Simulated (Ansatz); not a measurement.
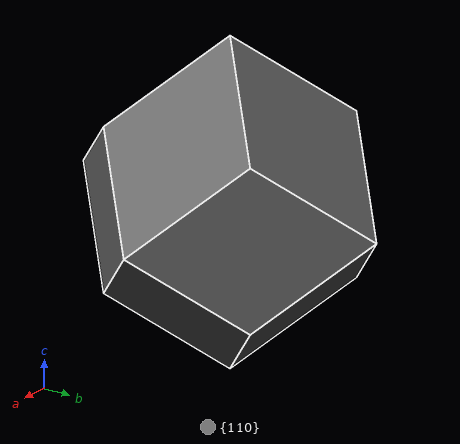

Fe, space group Im-3m (No. 229), a = 2.928 Å, b = 2.928 Å, c = 2.928 Å, α = 90.00°, β = 90.00°, γ = 90.00°. The shape was computed with the Donnay–Harker form of the Bravais–Friedel law: planes with larger spacing d grow more slowly and so show as larger faces; centring, glide planes and screw axes halve or divide d. Geometry: the structure of a calculation's input, shown in its standard cell. Forms under 0.4 % of the area are left out.

### Describe the habit.

It is roughly equant (blocky). Widths along a, b and c stand as 1.00 : 1.00 : 1.00.

### List the forms with their spacings and shares.

| form | faces | d (Å) | share of area (%) |
| --- | --- | --- | --- |
| {110} | 12 | 2.070 | 100.0 |
